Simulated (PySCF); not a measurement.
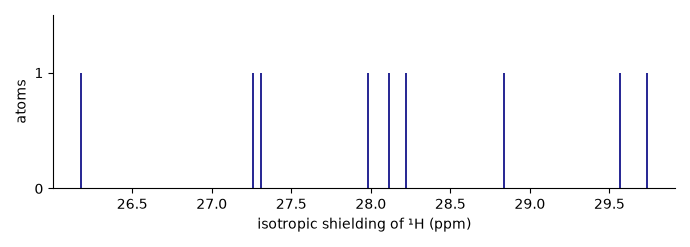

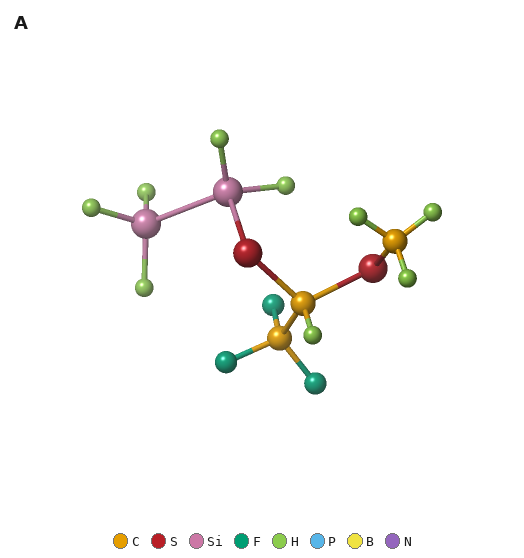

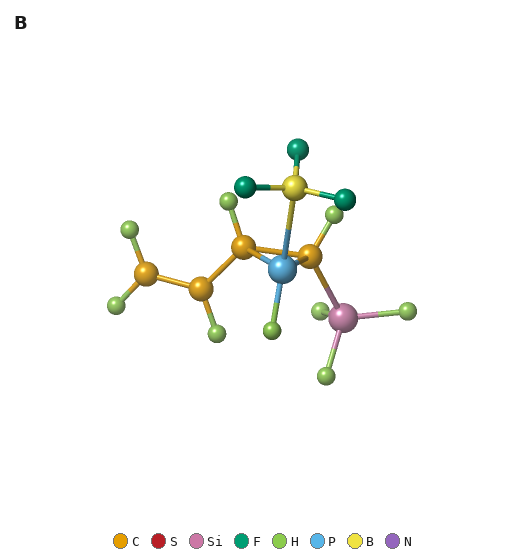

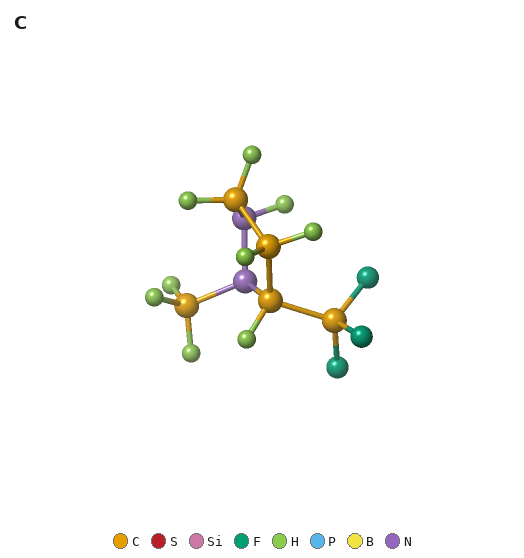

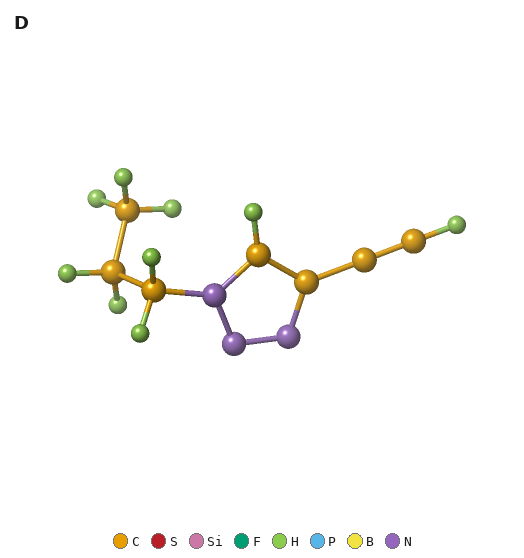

The sticks are computed shieldings of one of the molecules, for one fixed geometry (GFN2-xTB) without averaging over rotations. Low shielding means a high chemical shift. Method: GIAO PBE0/pcSseg-1 NMR shielding, non-relativistic, gas phase (PySCF 2.14.0).

### Which molecule gives this pattern?

A, `CS[C@@H](S[SiH2][SiH3])C(F)(F)F`. Its 9 H atoms give lines at 26.18, 27.26, 27.31, 27.98, 28.12, 28.22, 28.84, 29.57, 29.74 ppm.

The geometry is semi-empirical. Around B, P, Si such bond lengths and angles can be off by a tenth of an ångström or more and by several degrees, and values that hang on the shape move with them.
